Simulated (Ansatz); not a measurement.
## What BeAsPt (built on the sites of a database entry of BaAsPd) distorts into

Which phase does BeAsPt (built on the sites of a database entry of BaAsPd) fall into along its unstable mode, and how much energy does it gain?

Calculated with Ansatz 0.2.0; DFT PBEsol, scalar-relativistic, plane waves, norm-conserving pseudopotentials.

The structure was built from a prototype and need not be the compound's stable phase.

## Step 1: The starting structure

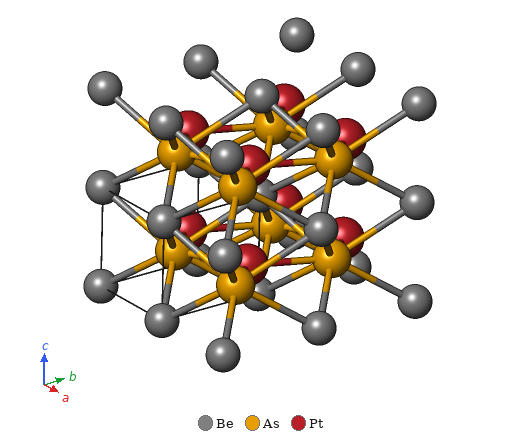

Start, viewed slightly off an axis; beryllium grey, arsenic orange, platinum red. 2×2×2 cells are drawn. Bonds to atoms that aren't drawn are left out. Some periodic images of atoms are drawn too.

## Step 2: Response at finite wavevector

The cell comes from relaxations at this level that are not shown. Stability and thermal properties need the whole zone. Linear response on a 2×2×2 q mesh gives force constants as far as a supercell of that size would.

The input, input.yaml:

```yaml
crystal:
  lattice:
    - [4.2575090734, 3.7067e-06, 0.0]
    - [-2.1287577467, 3.6871091611, 0.0]
    - [0.0, 0.0, 2.7283165656]
  atoms:
    - { symbol: Be, position: [0.0, 0.0, 0.0] }
    - { symbol: As, position: [0.6666666667, 0.3333333333, 0.5] }
    - { symbol: Pt, position: [0.3333333333, 0.6666666667, 0.5] }
kpoints:
  mp_grid: { grid: [12, 12, 16] }
hamiltonian:
  xc: pbesol
  pseudopotentials: { kind: nc }
scf:
  occupations: { method: methfessel_paxton, width: 0.2 }
output:
  eigenvalues: true
phonons:
  method: dfpt
  qmesh: [2, 2, 2]
  temperatures: { t_max: 1000, t_step: 50 }
  qpath:
    path:
      - [[0.0, 0.0, 0.0], [0.5, 0.0, 0.0], [0.33333333, 0.33333333, 0.0], [0.0, 0.0, 0.0], [0.0, 0.0, 0.5], [0.5, 0.0, 0.5], [0.33333333, 0.33333333, 0.5], [0.0, 0.0, 0.5]]
      - [[0.5, 0.0, 0.5], [0.5, 0.0, 0.0]]
      - [[0.33333333, 0.33333333, 0.5], [0.33333333, 0.33333333, 0.0]]
    npoints: 10
```

Launch:

```console
ansatz run input.yaml --threads 8 --pin off --max-ram 14336MiB --backend cpu --events-out ev --progress --plain --runs-dir out
```

Numbers of over 12 decimals in the logs are rounded to 6 here.

The log of the run:

```text
Engine: ansatz 0.2.0, x86_64-unknown-linux-gnu
Pseudopotentials: kind: nc
Pseudopotential: Be, nc, valence charge 4, recommended cutoff 1197.300995 eV (normal), Be.nc.azcp (PseudoDojo's, or run here from an input of PseudoDojo's: the run reads no file of this project's for it)
Pseudopotential: As, nc, valence charge 15, recommended cutoff 1142.878222 eV (normal), As.nc.azcp (PseudoDojo's, or run here from an input of PseudoDojo's: the run reads no file of this project's for it)
Pseudopotential: Pt, nc, valence charge 18, recommended cutoff 1142.878222 eV (normal), Pt.nc.azcp (PseudoDojo's, or run here from an input of PseudoDojo's: the run reads no file of this project's for it)
Functional definition: PBEsol
  exchange = pbesol_x
  correlation = pbesol_c
Crystal: 3 atoms, lattice volume = 42.829 Å³
Basis set: ecut = 1197.300995 eV, 3987 PW (Γ), exchange–correlation on 100×100×64 points (8 copies of the dense FFT grid, shifted against one another)
Bands: 23, of which v1, the nominal top of the filled ones, is band 19 counted from 1 (18 counted from 0)
Symmetry: 12 space group operations
k-points: 171 of 2304 (time reversal used)
Non-local potential: Be, projectors of the file, l = 0: 2, l = 1: 2
Non-local potential: As, projectors of the file, l = 0: 2, l = 1: 2, l = 2: 2
Non-local potential: Pt, projectors of the file, l = 0: 2, l = 1: 2, l = 2: 2, l = 3: 2
Initial density: superposition of atomic densities (chi_scale 0.1, normalization cell, long waves kept (reshape's long-wave potential 0.00 eV rms))
Initial wavefunctions: pseudopotential atomic-orbital guess
Functional: x = pbesol(κ = 0.804, μ = 0.123457), c = pbesol(β = 0.046)
SCF iter   1: F=—  HF=-6813.951322 eV  |F-HF|=—  |Δ(HF+E_count)|=         —  Δρ=1.06e-1  dr2=6.85e0  ethr=3.10e-3  ⟨swp⟩=5.7  Hψ=18321  notcnv=0
preconditioner: auto → none  [metal: Δε(μ)=0.012 eV  Ē_g=8.290 eV  σ=0.200 eV  W_gap=0.05  n_scr=8 (ndim 8)  ℏωp=23.4 eV  f_vac=0.000  D(μ)=1.32/eV (n_scr^D=8)  sad-step TF]
SCF iter   2: F=—  HF=-6812.722783 eV  |F-HF|=—  |Δ(HF+E_count)|=    1.23e0  S|Δr|=    0.00e0  Δρ=2.16e-2  dr2=9.63e-2  ethr=3.10e-3  ⟨swp⟩=2.9  Hψ=9821  notcnv=0  defer=28
SCF iter   3: F=—  HF=-6812.709765 eV  |F-HF|=—  |Δ(HF+E_count)|=   1.30e-2  S|Δr|=    0.00e0  Δρ=9.50e-3  dr2=2.22e-2  ethr=2.60e-4  ⟨swp⟩=2.0  Hψ=6454  notcnv=0  defer=25
SCF iter   4: F=—  HF=-6812.707820 eV  |F-HF|=—  |Δ(HF+E_count)|=   1.95e-3  S|Δr|=    0.00e0  Δρ=3.55e-3  dr2=2.44e-3  ethr=6.01e-5  ⟨swp⟩=2.0  Hψ=4728  notcnv=0  defer=25
SCF iter   5: F=—  HF=-6812.707681 eV  |F-HF|=—  |Δ(HF+E_count)|=   1.39e-4  S|Δr|=    0.00e0  Δρ=4.85e-4  dr2=1.83e-5  ethr=6.58e-6  ⟨swp⟩=2.1  Hψ=5183  notcnv=0  defer=25
SCF iter   6: F=—  HF=-6812.707683 eV  |F-HF|=—  |Δ(HF+E_count)|=   2.89e-6  S|Δr|=    0.00e0  Δρ=7.59e-5  dr2=2.42e-6  ethr=4.94e-8  ⟨swp⟩=2.3  Hψ=6851  notcnv=0  defer=25
SCF iter   7: F=—  HF=-6812.707724 eV  |F-HF|=—  |Δ(HF+E_count)|=   4.09e-5  S|Δr|=    0.00e0  Δρ=1.08e-5  dr2=3.19e-8  ethr=6.53e-9  ⟨swp⟩=1.8  Hψ=4628  notcnv=0  defer=25
SCF iter   8: F=—  HF=-6812.707724 eV  |F-HF|=—  |Δ(HF+E_count)|=   3.72e-9  S|Δr|=    0.00e0  Δρ=1.49e-6  dr2=6.18e-10  ethr=8.61e-11  ⟨swp⟩=2.0  Hψ=5780  notcnv=0  defer=25
SCF iter   9: F=—  HF=-6812.707724 eV  |F-HF|=—  |Δ(HF+E_count)|=  9.82e-11  S|Δr|=    0.00e0  Δρ=3.74e-7  dr2=4.82e-11  ethr=1.67e-12  ⟨swp⟩=2.1  Hψ=6099  notcnv=0  defer=25
SCF iter  10: F=-6812.707724 eV  HF=-6812.707724 eV  |F-HF|=9.09e-13  |Δ(HF+E_count)|=  1.00e-11  S|Δr|=    0.00e0  Δρ=4.49e-8  dr2=6.47e-13  ethr=1.00e-12  ⟨swp⟩=7.4  Hψ=19798  notcnv=0
SCF 1 converged in 10 iterations: F = -6812.707724 eV  dr2 = 6.47e-13
phonons: the bands overlap, so this run is a metal and interpolates without the dipole-dipole term. If the crystal is really an insulator or semiconductor, its LO-TO splitting is missing
NSCF: frozen V_eff on 171 k-points
NSCF: frozen V_eff on 666 k-points
DFPT response loops at q = (0, 0, 0) (fractional): preconditioner auto → Kerker (q_TF=auto, 2.663 Å⁻¹) (partly filled bands, converged f_vac=0.000); β = 1.00, the filter's whole step (`scf.mixing.beta` (0.50) is not read by the response loops under this deck's `scf.mixing.preconditioner`; to damp them name `kerker` or `kerker_dos`, under which they read `scf.mixing.beta`, and type it under 1.00, their step now; both keys bind the ground state too); Broyden in place of MSR1
NSCF: frozen V_eff on 1332 k-points
DFPT response loops at q = (0, 0, -0.5) (fractional): mixed as the last ones told, above
NSCF: frozen V_eff on 1332 k-points
DFPT response loops at q = (0, -0.5, 0) (fractional): mixed as the last ones told, above
NSCF: frozen V_eff on 1332 k-points
DFPT response loops at q = (0, -0.5, -0.5) (fractional): mixed as the last ones told, above
SCF converged after 10 iterations
Stability not checked: this state was not tested for a lower state beside it, because cold or Methfessel-Paxton smearing, or corrected tetrahedra, fill the levels in a way that the test cannot read (fill_not_monotonic; see scf.lower_state_search)
Free energy (F): -6812.707724 eV
Harris-Foulkes:  -6812.707724 eV  (|F-HF|=9.09e-13)
Internal energy: -6812.708295 eV  (E = F + TS)
E sigma→0 (E₀):  -6812.707867 eV
Entropy (-TS):   0.000570 eV (0.190 meV/atom)
Fermi energy:    16.029005 eV
--- Per-component energies (eV) ---
  E_band       = -578.984311
  E_kinetic    = 3323.800663
  E_local      = -4528.381224  (includes V_loc(G=0)·N_el)
  E_nonlocal   = -1484.650983
  E_hartree    = 1546.665051
  E_xc         = -1348.570949
  E_vxc        = -983.082905  (∫ρ·V_xc dr)
  E_ewald      = -4321.570852
  E_smearing   = 0.000570  (= −TS)
  E_closure    = 0.000000  (closes the sum)
  Σ components = -6812.707724   (vs F -6812.707724, Δ=0.00e0)
--- Band table (eV; the first three rows and the last of 171) ---
  k-point 0: bands = [... 15 lower, 13.9201, 13.9201, 15.8178, 15.8178, 17.8527, 17.8527, 19.9478, 20.0863]
  k-point 1: bands = [... 15 lower, 13.6883, 13.6883, 16.0514, 16.0514, 17.8825, 17.8825, 19.1283, 20.2773]
  k-point 2: bands = [... 15 lower, 13.1945, 13.4949, 16.5490, 16.5490, 17.6997, 17.9766, 17.9766, 20.3665]
  k-point 170: bands = [... 15 lower, 12.3247, 13.4387, 13.6493, 14.9106, 17.4796, 17.9068, 21.6148, 22.6495]
--- Phonons (Γ-DFPT): 6 representative perturbations + reference (Σ response iterations 18) ---
  ASR residual: 1.106e-4 → 0.000e0 eV/Å²; symmetrization residual: 7.211e-6 eV/Å²
  ASR residual per site (eV/Å²): 1.49e-5 1.77e-5 1.11e-4
  Γ frequencies (cm⁻¹): -148.70 -148.70 -140.61 0.00 0.00 0.00 82.70 204.93 204.93
--- Phonons (arbitrary-q DFPT): 4 irreducible q on the 2×2×2 mesh ---
  q = [0.0000, 0.0000, 0.0000] (star 1, of the zone-centre solve; hermiticity 1.71e-6, symmetrization 7.17e-8): -148.70 -148.70 -140.61 -0.00 -0.00 -0.00 82.70 204.93 204.93
  q = [0.0000, 0.0000, -0.5000] (star 1, 6 solved perturbations in 2511 linear systems a pass and spin channel, the states on 666 of 2304 k-point pairs; hermiticity 6.20e-8, symmetrization 1.65e-8, the responses' own estimated error 3.3e-5 eV/Å²): -195.67 -170.54 -170.54 19.72 19.72 162.05 172.86 176.16 176.16
  q = [0.0000, -0.5000, 0.0000] (star 3, 9 solved perturbations in 5157 linear systems a pass and spin channel, the states on 666 of 2304 k-point pairs; hermiticity 2.71e-7, symmetrization 2.39e-8, the responses' own estimated error 2.9e-5 eV/Å²): -178.25 -152.40 -24.94 6.13 35.33 57.98 100.95 228.83 242.73
  q = [0.0000, -0.5000, -0.5000] (star 3, 9 solved perturbations in 5157 linear systems a pass and spin channel, the states on 666 of 2304 k-point pairs; hermiticity 6.56e-8, symmetrization 2.49e-8, the responses' own estimated error 4.0e-5 eV/Å²): -226.07 -155.03 -35.03 -29.70 -10.65 132.01 174.79 218.71 237.27
  sum rule: each row above includes the acoustic sum rule's correction from the zone centre's row sums; it moved no ω² by more than (0.67 cm⁻¹)²
  mesh force constants: q→R imaginary residual 1.88e-17; ASR residual 1.106e-4 → 0.000e0 eV/Å²; symmetrization residual 5.329e-15 eV/Å²
  interpolated dispersion: 93 rows × 9 modes
  density of states and harmonic sums: on the 18×18×22 q-mesh, interpolated from the force constants of a 2×2×2 supercell (no non-analytic term)
  largest difference from the sums on the solved wave vectors: F 2.46e-2 eV, S 6.14e-5 and C_V 3.72e-5 eV/K
  zero-point energy: 0.045188 eV/cell   skipped modes (ω ≤ 0): 1646, of them read as no rigid motion or as one in doubt: 1643 (3.697e0 modes/cell left out, lowest -230.99 cm⁻¹)   left out of the sums: 4.11e-1 of the cell's modes: C_V's classical limit lies that fraction below 3 k_B per atom; for a crystal, a wire or a layer, F and S can be off by more, and a phonons.interpolated_qmesh denser along its periods is the remedy for the sampling
```

Run time: 3.8 min. Hardware: 8 threads of AMD EPYC 9R45, shared host; peak memory 5.5 GiB.

In the SCF lines HF is the Harris–Foulkes energy and dr2 the Hartree energy of the density residual, in eV; the loop may stop once dr2 is under the threshold and the program's other checks hold. Hψ counts applications of the Hamiltonian.

This step gave:

| Item | Value |
| --- | --- |
| volume per atom | 14.28 Å³ |
| gap on the k-mesh | 0 eV |
| sum-rule residual before enforcement | 1.11e-4 eV/Å² |
| lowest frequency on the path | -231.0 cm⁻¹ |
| point group | -6m2 |
| highest frequency on the path or at a solved wavevector | 242.7 cm⁻¹ |
| highest optical mode at the zone centre (no LO-TO term) | 204.9 cm⁻¹ |
| lowest optical zone-centre mode | -148.7 cm⁻¹ |
| lowest mode on the q mesh (acoustic modes at Γ apart) | -226.1 cm⁻¹ |

Frequencies (cm⁻¹) solved at each irreducible wavevector; negative means imaginary. Frequencies by wavevector, by row:

```
q in reciprocal lattice units  star  mode 1  mode 2  mode 3  mode 4  mode 5  mode 6  mode 7  mode 8  mode 9
                        0 0 0     1  -148.7  -148.7  -140.6       0       0       0    82.7   204.9   204.9
                     0 0 -0.5     1  -195.7  -170.5  -170.5    19.7    19.7   162.1   172.9   176.2   176.2
                     0 -0.5 0     3  -178.2  -152.4   -24.9     6.1    35.3      58     101   228.8   242.7
                  0 -0.5 -0.5     3  -226.1    -155     -35   -29.7   -10.7     132   174.8   218.7   237.3
```

Interpolated from a 2×2×2 q mesh, rough between the solved points. Phonon branches along the path, in cm⁻¹:

```
    point  branch 1  branch 2  branch 3  branch 4  branch 5  branch 6  branch 7  branch 8  branch 9
        Γ      -149      -149      -141         0         0         0        83       205       205
        M      -178      -152       -25         6        35        58       101       229       243
        K      -154      -121       -94       -39       -27        56       112       228       241
        Γ      -149      -149      -141         0         0         0        83       205       205
        A      -196      -170      -170        20        20       162       173       176       176
        L      -226      -155       -35       -30       -11       132       175       219       237
        H      -231      -131       -98       -58       105       146       175       208       242
        A      -196      -170      -170        20        20       162       173       176       176
jump to L      -226      -155       -35       -30       -11       132       175       219       237
        M      -178      -152       -25         6        35        58       101       229       243
jump to H      -231      -131       -98       -58       105       146       175       208       242
        K      -154      -121       -94       -39       -27        56       112       228       241
```

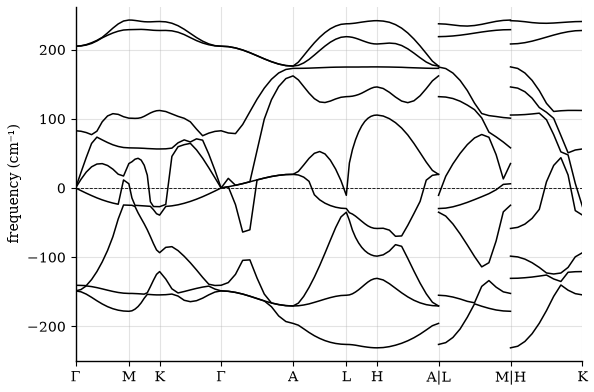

Phonon branches along the path.

Symmetry leaves 4 wavevectors to solve. The lowest mode among them, the acoustic zeros apart, lies at q = (0, -0.5, -0.5) and is imaginary, 226.1i cm⁻¹, so the energy falls along it. Between them the interpolated path dips to 231i cm⁻¹.

## Step 3: The mode frozen in, largest atomic shift 0 Å

The mode followed lies at q = (0, 0, -0.5) with frequency 195.7i cm⁻¹, one of the unstable modes though not the softest. At small amplitude the distorted cell has space group no. 187 by a symmetry search on the positions. The undistorted cell that holds it gives the zero of energy on the same k mesh.

System of this step: BeAsPt (built on the sites of a database entry of BaAsPd). Symmetry: P-6m2, No. 187, hexagonal system. Conventional cell: a = 4.258 Å, b = 4.258 Å, c = 2.728 Å, α = 90.00°, β = 90.00°, γ = 120.00°. Be has 2 Be at 2.73 Å and 6 As at 2.81 Å and 6 Pt at 2.81 Å nearest. Nearest to As lie 3 Pt at 2.46 Å and 2 As at 2.73 Å and 6 Be at 2.81 Å. Pt has 3 As at 2.46 Å and 2 Pt at 2.73 Å and 6 Be at 2.81 Å nearest. Farther neighbours are not listed.

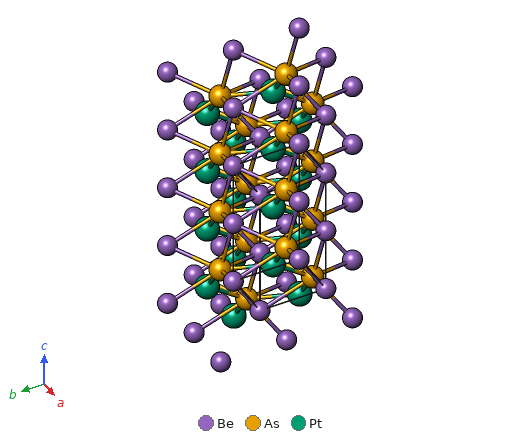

The cell of this step (beryllium purple, arsenic orange, platinum teal). Bonds to atoms that aren't drawn are left out. 2×2×2 cells are drawn. Some periodic images of atoms are drawn too.

The input, input.yaml:

```yaml
crystal:
  lattice:
    - [2.1287577467, -3.6871091611, 0.0]
    - [-2.1287513266, -3.6871128677, 0.0]
    - [0.0, 0.0, -5.4566331311]
  atoms:
    - { symbol: Be, position: [1.0, 1.0, 0.5] }
    - { symbol: Be, position: [1.0, 1.0, 1.0] }
    - { symbol: As, position: [0.3333333333, 0.3333333333, 0.25] }
    - { symbol: As, position: [0.3333333333, 0.3333333333, 0.75] }
    - { symbol: Pt, position: [0.6666666667, 0.6666666667, 0.25] }
    - { symbol: Pt, position: [0.6666666667, 0.6666666667, 0.75] }
kpoints:
  mp_grid: { grid: [9, 9, 8] }
hamiltonian:
  xc: pbesol
  pseudopotentials: { kind: nc }
scf:
  occupations: { method: methfessel_paxton, width: 0.2 }
output:
  forces: true
  stress: true
  eigenvalues: true
```

The log of the run:

```text
[...]
Crystal: 6 atoms, lattice volume = 85.658 Å³
Basis set: ecut = 1197.300995 eV, 8011 PW (Γ), exchange–correlation on 100×100×128 points (8 copies of the dense FFT grid, shifted against one another)
Bands: 45, of which v1, the nominal top of the filled ones, is band 37 counted from 1 (36 counted from 0)
Symmetry: 24 space group operations
[...]
k-point 0: bands = [... 33 lower, 15.2061, 15.8181, 15.8181, 16.9381, 17.8542, 17.8542, 18.3322, 18.7724, ... 4 higher]
  k-point 1: bands = [... 33 lower, 15.1150, 16.0519, 16.0519, 16.3720, 17.8840, 17.8840, 18.4887, 18.4887, ... 4 higher]
  k-point 2: bands = [... 33 lower, 14.8863, 15.4329, 16.5496, 16.5496, 17.6998, 17.9779, 17.9779, 18.1942, ... 4 higher]
  k-point 59: bands = [... 33 lower, 12.7980, 13.1997, 13.1997, 16.3107, 16.3107, 20.2623, 20.2623, 20.3070, ... 4 higher]
[key lines of the parts left out:]
SCF converged after 7 iterations
Free energy (F): -13625.413250 eV
Fermi energy:    16.018011 eV
P = ⅓ Tr σ = 0.0797 GPa (0.797 kbar)
```

The job ended after 2.5 s (8 threads; peak memory 1.3 GiB; 19 s of CPU time).

This step gave:

```
pressure                         : 0.07973 GPa
energy from the undistorted cell : 0 meV/atom
```

The run ends at a pressure of 0.08 GPa.

## Step 4: The mode frozen in, largest atomic shift 0.14 Å

The atoms are moved along the unstable eigenvector, the largest shift by 0.14 Å, with the cell fixed.

The input, input.yaml:

```yaml
crystal:
  lattice:
    - [2.1287577467, -3.6871091611, 0.0]
    - [-2.1287513266, -3.6871128677, 0.0]
    - [0.0, 0.0, -5.4566331311]
  atoms:
    - { symbol: Be, position: [1.0, 1.0, 0.5] }
    - { symbol: Be, position: [1.0, 1.0, 1.0] }
    - { symbol: As, position: [0.3333333333, 0.3333333333, 0.2756568467] }
    - { symbol: As, position: [0.3333333333, 0.3333333333, 0.7243431533] }
    - { symbol: Pt, position: [0.6666666667, 0.6666666667, 0.2500787415] }
    - { symbol: Pt, position: [0.6666666667, 0.6666666667, 0.7499212585] }
kpoints:
  mp_grid: { grid: [9, 9, 8] }
hamiltonian:
  xc: pbesol
  pseudopotentials: { kind: nc }
scf:
  occupations: { method: methfessel_paxton, width: 0.2 }
output:
  forces: true
  stress: true
  eigenvalues: true
  write_density: true
  write_potential: true
  elf: true
  volumetric_format: npy
```

The log of the run:

```text
[...]
Crystal: 6 atoms, lattice volume = 85.658 Å³
Basis set: ecut = 1197.300995 eV, 8011 PW (Γ), exchange–correlation on 100×100×128 points (8 copies of the dense FFT grid, shifted against one another)
Bands: 45, of which v1, the nominal top of the filled ones, is band 37 counted from 1 (36 counted from 0)
Symmetry: 12 space group operations
[...]
k-point 0: bands = [... 33 lower, 15.2253, 15.7586, 15.7586, 16.9532, 17.5976, 17.5976, 18.1160, 18.8196, ... 4 higher]
  k-point 1: bands = [... 33 lower, 15.1339, 15.9894, 15.9894, 16.3530, 17.6179, 17.6179, 18.4985, 18.6564, ... 4 higher]
  k-point 2: bands = [... 33 lower, 14.9048, 15.4078, 16.4686, 16.4686, 17.6732, 17.6732, 17.7760, 18.4467, ... 4 higher]
  k-point 59: bands = [... 33 lower, 12.9792, 13.2122, 13.2164, 15.3191, 17.3780, 19.8112, 20.2098, 20.3451, ... 4 higher]
[key lines of the parts left out:]
SCF converged after 8 iterations
Free energy (F): -13625.491131 eV
Fermi energy:    16.111317 eV
P = ⅓ Tr σ = 0.8989 GPa (8.989 kbar)
```

The job ended after 4.2 s (8 threads; peak memory 1.3 GiB; 32 s of CPU time).

This step gave:

```yaml
pressure: 0.8989 GPa
energy_from_the_undistorted_cell: -12.90 meV/atom
```

The energy, extrapolated to zero smearing, is -12.90 meV/atom against the undistorted cell.

The run ends at a pressure of 0.90 GPa, with forces up to 0.098 eV/Å.

## Step 5: Energy along the mode, all amplitudes (two of the runs are shown above)

An imaginary frequency means negative curvature, so the energy should fall and then rise again as anharmonic terms take over.

Numbers from this step:

| Item | Value |
| --- | --- |
| depth at the lowest point sampled | 12.90 meV/atom |
| largest atomic shift at that point | 0.14 Å |

Table of energy from the parent by largest atomic shift:

```
largest atomic shift (Å)  energy from the parent (meV/atom)
                  0.0000                                  0
                  0.0400                              -2.83
                  0.0800                              -8.67
                  0.1400                              -12.9
                  0.2200                               9.20
```

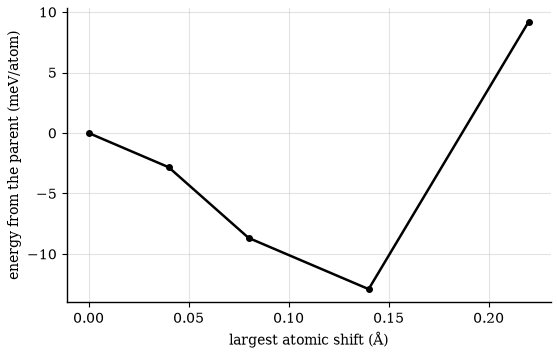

Energy from the parent, plotted against largest atomic shift.

Displacement at unit largest shift by atom:

```
atom  x (Å)  y (Å)  z (Å)  size
 Be1   0.00   0.00   0.00  0.00
 Be2   0.00   0.00   0.00  0.00
 As3   0.00   0.00  -1.00  1.00
 As4   0.00   0.00   1.00  1.00
 Pt5   0.00   0.00   0.00  0.00
 Pt6   0.00   0.00   0.00  0.00
```

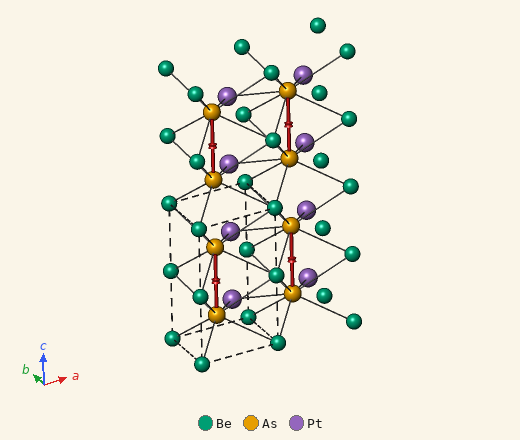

Displacement at unit largest shift as arrows, the longest 1 Å. Bonds to atoms that aren't drawn are left out. 2×1×2 cells are drawn. Some periodic images of atoms are drawn too.

The lowest of the steps tried is at 0.14 Å, 12.9 meV/atom below the parent; the bottom of the well need not coincide with a step.

(Continued in part 2 of 2.)

[Logs are printed without paths, hosts, clocks, repeated set-up lines and the standing remarks that a program may print on its own settings, such as how far it seeks lower states.]

[Hosts, paths, dates, database ids (printed as entryN), source tags and the programs' standing remarks are cut or masked in the printed files.]
